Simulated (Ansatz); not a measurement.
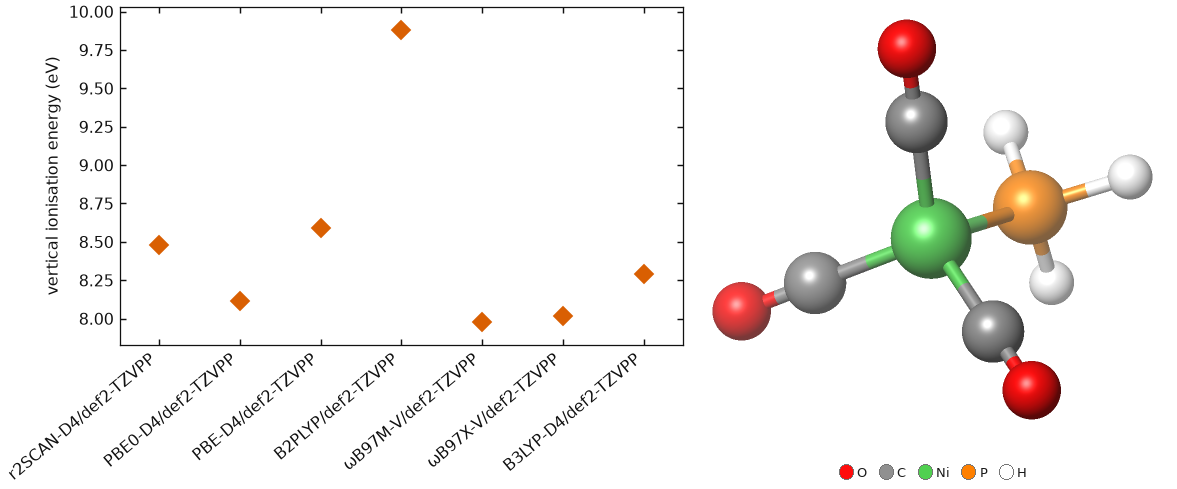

Vertical ionisation energy of C₃H₃NiO₃P, SMILES [O+]#[C][Ni-4]([PH3+])([C]#[O+])[C]#[O+], singlet, taken as the energy of the cation less that of the neutral at fixed geometry (unrestricted doublet cation, cores frozen in correlated methods, no spin-orbit coupling), the Ansatz code 0.2.0, at a PBE0-D4/def2-TZVP geometry (no frequency check).

> What range do the values span?

From 7.98 eV (ωB97M-V/def2-TZVPP) to 9.88 eV (B2PLYP/def2-TZVPP).

> Give the values.

```
               level    eV
r2SCAN-D4/def2-TZVPP  8.48
  PBE0-D4/def2-TZVPP  8.11
   PBE-D4/def2-TZVPP  8.59
   B2PLYP/def2-TZVPP  9.88
  ωB97M-V/def2-TZVPP  7.98
  ωB97X-V/def2-TZVPP  8.02
 B3LYP-D4/def2-TZVPP  8.29
```

Caveats, for all or some of the runs: no scalar relativity up to krypton; outer-core shells are correlated without core-valence functions, which makes the correlated values less sure.
